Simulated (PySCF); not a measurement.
# C₃H₁₀OSi₂: runs on many settings

Aim: see how C₃H₁₀OSi₂ (`C=C[Si@@H](C)O[SiH3]`) answers to the choice of functional, basis, grid and SCF options.

Computed with PySCF 2.14.0, with density-fitted response routines of our own, on a single molecule, in the gas phase or a continuum. Atoms count from 0, in the outputs and in this text.

### 1 The molecule as given

16 atoms, charge 0, multiplicity 1; geometry from: GFN2-xTB.

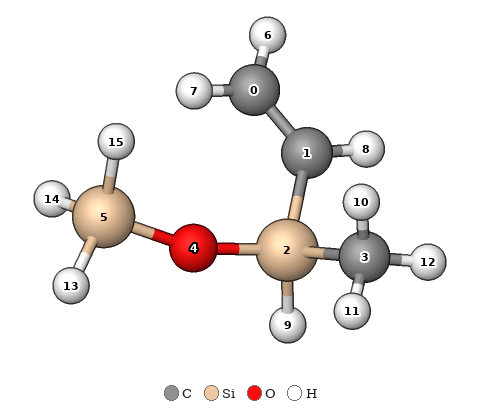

The starting geometry (carbon grey, silicon light orange, oxygen red, hydrogen white), atoms numbered.

### 2 Shielding tensors: PBE0/pcSseg-1

What the job is given:

```
{"job": {"kind": "nmr", "xc": "PBE0", "basis": "pcSseg-1"}, "charge": 0, "multiplicity": 1}
C      1.892557     1.269593    -0.384720
C      1.799109    -0.003115    -0.033750
Si     0.207545    -1.015142    -0.061616
C     -0.257482    -1.545966     1.701371
O     -1.011192    -0.128483    -0.669397
Si    -1.923224     1.114043    -1.154093
H      2.821011     1.820387    -0.355389
H      1.027391     1.819211    -0.721823
H      2.696572    -0.512088     0.298328
H      0.315911    -2.153564    -0.980702
H     -0.371430    -0.687392     2.358234
H     -1.195381    -2.093368     1.709598
H      0.504313    -2.190292     2.129369
H     -3.263299     0.557832    -1.325741
H     -1.360643     1.615413    -2.408630
H     -1.889357     2.141874    -0.112448
```

Level: GIAO PBE0/pcSseg-1 NMR shielding, non-relativistic, gas phase.

Run with:

```console
> OMP_NUM_THREADS=1 python probes_run.py task.json out
```

One launch serves the whole session: the jobs run in the order shown.

The log of the run:

```text
coarse grid: 13792 points
cycle   1  E = -773.9091987322  dE =  4.353e-01  |g| = 8.270e-01  |ddm| = 3.544e+00
cycle   2  E = -773.7321644248  dE =  1.770e-01  |g| = 1.267e+00  |ddm| = 1.642e+00
cycle   3  E = -774.0356369961  dE = -3.035e-01  |g| = 1.361e-01  |ddm| = 1.169e+00
cycle   4  E = -774.0393001610  dE = -3.663e-03  |g| = 3.831e-02  |ddm| = 1.309e-01
cycle   5  E = -774.0396598248  dE = -3.597e-04  |g| = 7.494e-03  |ddm| = 3.478e-02
cycle   6  E = -774.0396708854  dE = -1.106e-05  |g| = 3.470e-03  |ddm| = 8.965e-03
cycle   7  E = -774.0396739270  dE = -3.042e-06  |g| = 7.890e-04  |ddm| = 3.080e-03
final grid: 122408 points
cycle   8  E = -774.0845714770  dE = -1.903e-05  |g| = 9.415e-03  |ddm| = 1.986e-02
cycle   9  E = -774.0845558921  dE =  1.558e-05  |g| = 1.306e-02  |ddm| = 1.564e-02
cycle  10  E = -774.0845900532  dE = -3.416e-05  |g| = 1.400e-03  |ddm| = 9.467e-03
cycle  11  E = -774.0845904519  dE = -3.987e-07  |g| = 1.425e-04  |ddm| = 1.160e-03
cycle  12  E = -774.0845904561  dE = -4.213e-09  |g| = 3.679e-05  |ddm| = 1.546e-04
cycle  13  E = -774.0845904564  dE = -2.519e-10  |g| = 1.489e-05  |ddm| = 4.375e-05
converged SCF energy = -774.0845904564

GIAO shielding tensors (ppm)
atom      isotropic    diamagn.    paramagn.     s11        s22        s33       span
  0 C       47.121     255.813    -208.692    -78.932     49.123    171.172    250.103
  1 C       41.101     264.807    -223.707    -77.950     33.672    167.580    245.530
  2 Si     365.779     881.690    -515.911    322.356    366.524    408.457     86.101
  3 C      185.275     255.443     -70.168    175.674    186.947    193.204     17.530
  4 O      324.049     400.357     -76.308    247.544    355.892    368.711    121.167
  5 Si     393.787     880.365    -486.578    353.813    363.291    464.257    110.444
  6 H       25.239      29.374      -4.135     22.524     24.693     28.500      5.976
  7 H       25.516      34.589      -9.073     22.895     24.285     29.368      6.473
  8 H       25.390      31.308      -5.918     23.129     25.406     27.634      4.505
  9 H       26.393      29.825      -3.432     22.967     24.784     31.427      8.460
 10 H       31.386      32.879      -1.493     27.714     29.449     36.995      9.281
 11 H       31.246      30.603       0.643     27.082     28.792     37.864     10.782
 12 H       31.788      30.186       1.602     27.560     28.761     39.042     11.482
 13 H       26.499      28.994      -2.496     22.759     24.908     31.829      9.069
 14 H       26.439      29.766      -3.327     23.053     24.813     31.452      8.399
 15 H       26.442      30.763      -4.321     23.164     24.934     31.228      8.064
```

It took 1.7 min on 1 thread of Intel Xeon at 2.50GHz, shared host; peak memory 0.76 GiB.

Shifts follow as δ = σ(reference) − σ, with reference shieldings (ppm) from runs at the same level and on the same kind of geometry: ¹H TMS 31.72, ¹³C TMS 186.9, ²⁹Si TMS 349.2, ¹⁷O H2O 336.1. The references are single molecules in the gas phase, so shifts against H2O, NH3, PH3, H3PO4 or CFCl3 are not on the usual liquid scales and can be off by tens of ppm. Atoms listed in one row are averaged.

```tsv
atoms	environment	σ (ppm)	δ (ppm)	δ scaled to CDCl3
C1	alkene CH	41.1	145.8	140.4
C0	terminal =CH2 carbon	47.1	139.8	134.5
C3	methyl carbon bonded to Si	185.3	1.7	-0.3
H6	hydrogen on a terminal =CH2 carbon	25.24	6.48	6.21
H8	hydrogen on an alkene CH	25.39	6.33	6.07
H7	hydrogen on a terminal =CH2 carbon	25.52	6.20	5.95
H9	hydrogen on a silicon bonded to 2 C, O	26.39	5.32	–
H13, H14, H15	hydrogen on a silicon bonded to O	26.46	5.26	–
H10, H11, H12	hydrogen on a methyl carbon bonded to Si	31.47	0.24	0.34
Si2	silicon bonded to 2 C, O, H	365.8	-16.6	–
Si5	silicon bonded to O, 3 H	393.8	-44.6	–
O4	oxygen bonded to 2 Si	324.0	12.0	–
```

The scaled column applies a straight-line fit of computed shieldings to shifts measured in CDCl3 (root-mean-square error 0.16 ppm for H, 1.9 ppm for C).

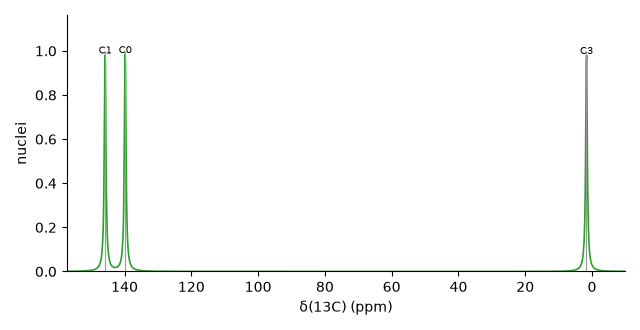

¹³C lines at the computed shifts, without couplings. Lines are broadened to a width of 0.58 ppm (Lorentzian).

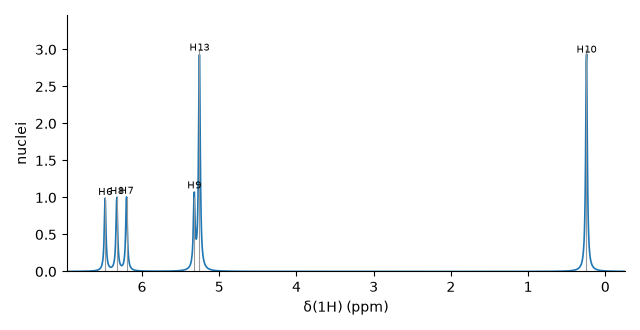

¹H lines at the computed shifts, without couplings. Lines are broadened to a width of 0.02 ppm (Lorentzian).

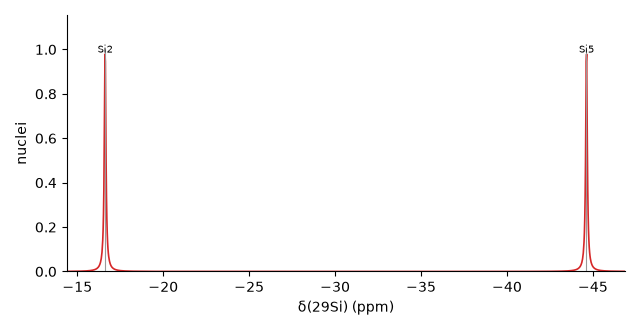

²⁹Si lines at the computed shifts, without couplings. Lines are broadened to a width of 0.11 ppm (Lorentzian).

Charges from the same density, by scheme (e):

```tsv
atoms	Mulliken	IAO	Hirshfeld	ESP fit
C0	-0.17	-0.27	-0.08	-0.24
C1	-0.51	-0.45	-0.14	-0.44
Si2	1.05	1.16	0.43	0.86
C3	-0.64	-0.74	-0.22	-0.68
O4	-0.73	-0.89	-0.30	-0.46
Si5	0.70	0.88	0.39	0.57
```

IAO charges:

C0 -0.27; C1 -0.45; Si2 1.16; C3 -0.74; O4 -0.89; Si5 0.88; H6 0.15; H7 0.14; H8 0.15; H9 -0.16; H10 0.16; H11 0.16; H12 0.16; H13 -0.14; H14 -0.15; H15 -0.15

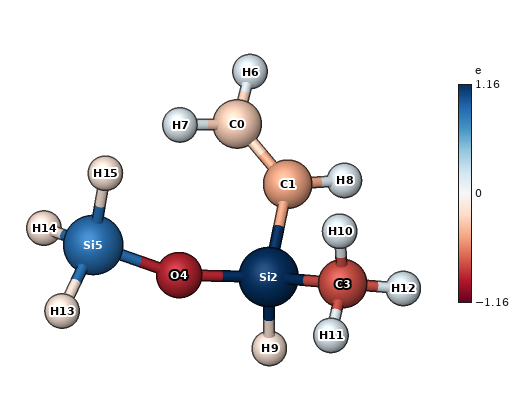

IAO charges, as colours on the atoms.

Mayer bond orders: C0–C1 2.01, C1–Si2 0.85, Si2–C3 0.94, Si2–O4 0.93, O4–Si5 0.93.

### 3 TDDFT and polarisability: PBE0/def2-SVPD

Same as in step 2 but for these lines:

```diff
@@ -1,2 +1,2 @@
-{"job": {"kind": "nmr", "xc": "PBE0", "basis": "pcSseg-1"}, "charge": 0, "multiplicity": 1}
+{"job": {"kind": "uv", "xc": "PBE0", "basis": "def2-SVPD", "nstates": 6, "ntriplets": 2}, "charge": 0, "multiplicity": 1}
 C      1.892557     1.269593    -0.384720
```

Level: TDDFT PBE0/def2-SVPD, vertical, gas phase, core orbitals frozen in the response.

The log of the run:

```text
coarse grid: 13792 points
cycle   1  E = -773.5816604688  dE =  3.981e-01  |g| = 7.805e-01  |ddm| = 5.808e+00
cycle   2  E = -773.3961411730  dE =  1.855e-01  |g| = 1.238e+00  |ddm| = 2.391e+00
cycle   3  E = -773.7021052464  dE = -3.060e-01  |g| = 1.307e-01  |ddm| = 1.538e+00
cycle   4  E = -773.7057201615  dE = -3.615e-03  |g| = 3.987e-02  |ddm| = 2.470e-01
cycle   5  E = -773.7061311339  dE = -4.110e-04  |g| = 6.916e-03  |ddm| = 6.427e-02
cycle   6  E = -773.7061426159  dE = -1.148e-05  |g| = 3.059e-03  |ddm| = 1.708e-02
cycle   7  E = -773.7061450315  dE = -2.416e-06  |g| = 7.278e-04  |ddm| = 5.102e-03
final grid: 122408 points
cycle   8  E = -773.8112717995  dE = -2.347e-05  |g| = 8.701e-03  |ddm| = 1.259e-01
cycle   9  E = -773.8112571702  dE =  1.463e-05  |g| = 1.218e-02  |ddm| = 2.484e-02
cycle  10  E = -773.8112891233  dE = -3.195e-05  |g| = 1.358e-03  |ddm| = 1.442e-02
cycle  11  E = -773.8112895326  dE = -4.094e-07  |g| = 1.042e-04  |ddm| = 1.806e-03
cycle  12  E = -773.8112895353  dE = -2.648e-09  |g| = 3.761e-05  |ddm| = 3.522e-04
cycle  13  E = -773.8112895357  dE = -4.095e-10  |g| = 1.148e-05  |ddm| = 1.089e-04
converged SCF energy = -773.8112895357

Static polarisability (au): isotropic 89.982, principal 77.507 91.226 101.214

Singlet excitations
state   eV       nm        f      main configurations
  1   6.3697    194.6   0.00680   H-1->L 0.89
  2   6.7828    182.8   0.14482   H->L 0.64, H-2->L 0.25
  3   6.9312    178.9   0.01362   H->L+1 0.83
  4   7.1202    174.1   0.00501   H-1->L+1 0.92
  5   7.3290    169.2   0.03088   H-2->L+1 0.75, H-2->L 0.10
  6   7.4737    165.9   0.18183   H-2->L 0.54, H->L 0.20, H-2->L+1 0.12

Triplet excitations (Tamm-Dancoff, eV): 4.3155 5.8110
```

Wall time 2.4 min (1 thread of Intel Xeon at 2.50GHz, shared host); peak memory 0.86 GiB.

The orbitals next to the gap, with their largest atomic shares:

```tsv
orbital	eV	atoms
HOMO−3	-9.34	Si5 20 %, H13 17 %, O4 16 %
HOMO−2	-8.48	O4 29 %, C1 12 %, Si5 10 %
HOMO−1	-8.21	C1 22 %, O4 21 %, Si2 13 %
HOMO	-7.86	C0 28 %, C1 27 %, C3 11 %
LUMO	-0.35	C0 36 %, C1 32 %, Si2 9 %
LUMO+1	0.16	Si5 32 %, H15 10 %, Si2 10 %
LUMO+2	0.81	Si5 37 %, H15 9 %, Si2 9 %
```

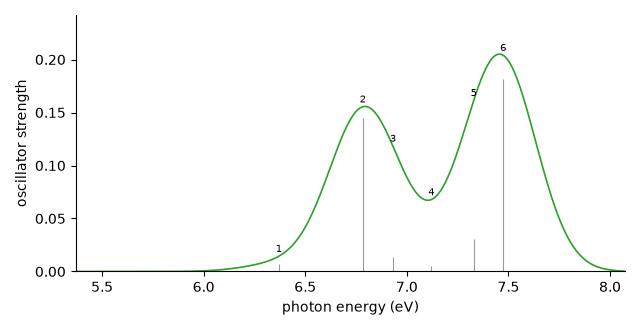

Absorption spectrum from the 6 singlet states computed; above the last one it falls off for lack of states. Lines are broadened to a width of 0.40 eV (Gaussian).

Ground-state properties from the same run:

```tsv
property	computed
dipole moment (D)	0.78
polarisability (Å³)	13.33
HOMO–LUMO gap (eV)	7.50
−ε(HOMO) (eV)	7.86
```

[end of part 1 of 2]
